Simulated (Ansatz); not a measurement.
## Electronic structure of Cl2HInO···CH4 in real space

```xyz
10

In   -0.7098   -1.6492   -0.2959
O    -2.0150   -0.0856   -0.0437
Cl    0.0800   -2.2054   -2.4388
Cl   -0.0935   -2.9395    1.5530
H    -0.0703    1.0456    0.2993
C     0.9783    1.3073    0.4222
H    -2.1906    0.3212   -0.9077
H     1.0945    1.8770    1.3528
H     1.3130    1.9189   -0.4274
H     1.6133    0.4095    0.4863
```

Core potentials replace the inner electrons of In; not at a stationary point (largest force 0.8 eV/Å).

The calculation used Ansatz 0.2.0, RKS B3LYP/def2-SVP.

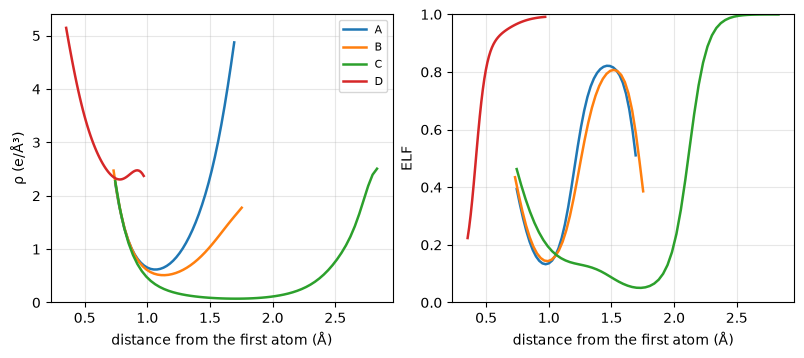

Figure 1. Electron density and electron localisation function along straight lines between neighbouring atoms. The curves leave out the atomic cores.

Q: Which curve belongs to which contact (In–Cl, In–H, In–O and O–H)? The first atom named is at distance zero.

A: Curve A: In–O (2.05 Å): ρ is about 0.63 e/Å³ halfway; the ELF peaks at about 0.80 in the valence shell of O, 0.6 Å from its nucleus, and drops to about 0.15 between the two atoms. Curve B: In–Cl (2.34 Å): the density is about 0.52 e/Å³ at the midpoint; the ELF peaks at about 0.80 in the valence shell of Cl, 0.8 Å from its nucleus, and drops to about 0.15 between the two atoms. Curve C: In1···H5 (2.83 Å): the density falls to about 0.07 e/Å³ on the way; the ELF dips to about 0.05 between them. Curve D: O–H (0.97 Å): the density is about 3.6 e/Å³ at the midpoint; the ELF climbs to about 1 towards the hydrogen, as it does in any bond to H: a covalent bond by its length.

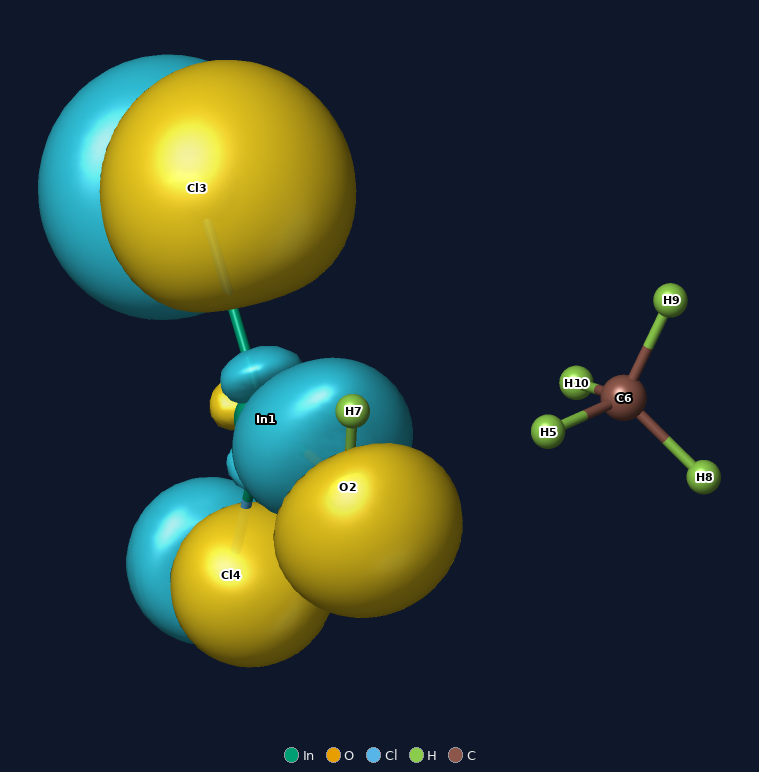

Figure 2. The HOMO−1 at ±0.08 Å⁻³ᐟ² (yellow and cyan are the two phases), seen from one side.

Q: Where does this orbital lie, and at what energy?

A: By Hirshfeld shares it lies mainly on Cl3 (about 60 %), O2 (about 20 %), Cl4 (about 10 %) and In1 (about 5 %). Its energy is −8.72 eV.
